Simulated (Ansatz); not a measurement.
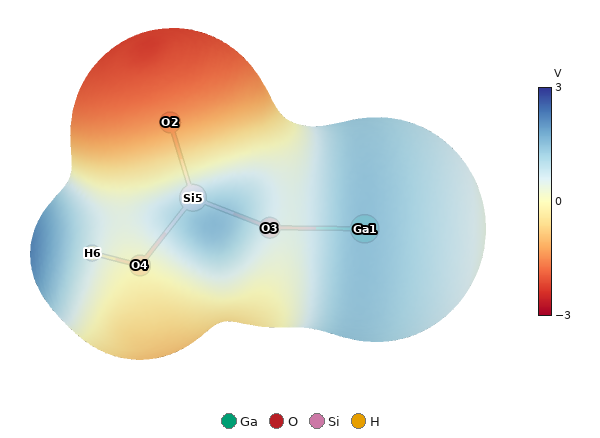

The picture shows: GaHO$_{3}$Si (SMILES O=[Si](O)[O][Ga]). The electrostatic potential painted on the density surface at 0.001 e/bohr³, seen at a tilt; the colour scale runs from red (negative) to blue (positive).

Geometry: B3LYP-D3(BJ)/def2-SVP.

Computed with Ansatz, isolated molecule in a Gaussian basis; Kohn-Sham density functional theory, functional PBE0.

Input file:

```
crystal:
  periodic: [false, false, false]
  atoms:
    - symbol: Ga
      position_ang: [0.493626, -3.989007, -1.514288]
    - symbol: O
      position_ang: [-2.661913, -3.858443, 1.472720]
    - symbol: O
      position_ang: [-0.221393, -3.413399, 0.087063]
    - symbol: O
      position_ang: [-0.565020, -2.229943, 2.391564]
    - symbol: Si
      position_ang: [-1.271889, -3.240066, 1.301368]
    - symbol: H
      position_ang: [-1.119447, -2.059446, 3.165449]
basis:
  gaussian: {orbitals: def2-TZVPD}
hamiltonian: {xc: pbe0}
output: {forces: true, orbitals: {seedname: orbitals}}
```

Run with:

```sh
ansatz run input.yaml --threads 1 --pin off --max-ram 2610MiB --events-out events.jsonl --progress --plain --runs-dir runs
```

Describe the electrostatic potential map.

Answer. The most negative region (about −2.2 V) lies over O2, the most positive (about +2.1 V) over H6. O2 is the likeliest acceptor of a hydrogen bond.
